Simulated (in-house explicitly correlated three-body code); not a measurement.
Two electrons around a point charge Z = 10 (Ne⁸⁺). Computed variationally in 260 exponentially correlated functions with an in-house code, non-relativistic, converged to about 10⁻⁸ of the energy. Wanted, and plotted below: the distribution of the distance r₁₂ between the electrons in the ground state (one pair, times 4πr₁₂²) and its difference from that of the Kohn-Sham determinant with the same density, the Coulomb hole.

The pair density peaks near r₁₂ = 0.18 bohr, and ⟨r₁₂⟩ = 0.2295 bohr. Correlation takes weight from short distances: the hole is deepest (−0.085 bohr⁻¹) near 0.089 bohr and first changes sign near 0.18 bohr, moving 0.87 % of the pair outwards. The mean cosine of the angle between the electrons is −0.0133, and the density-functional correlation energy is −45.69 millihartree.

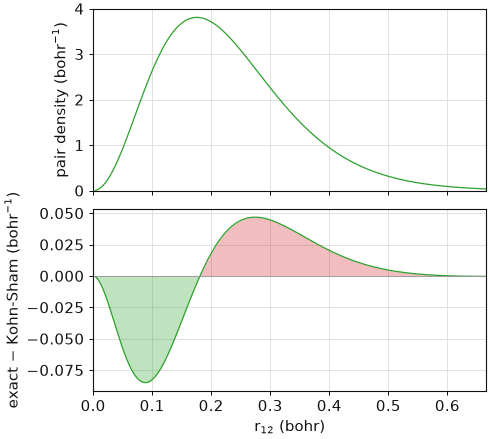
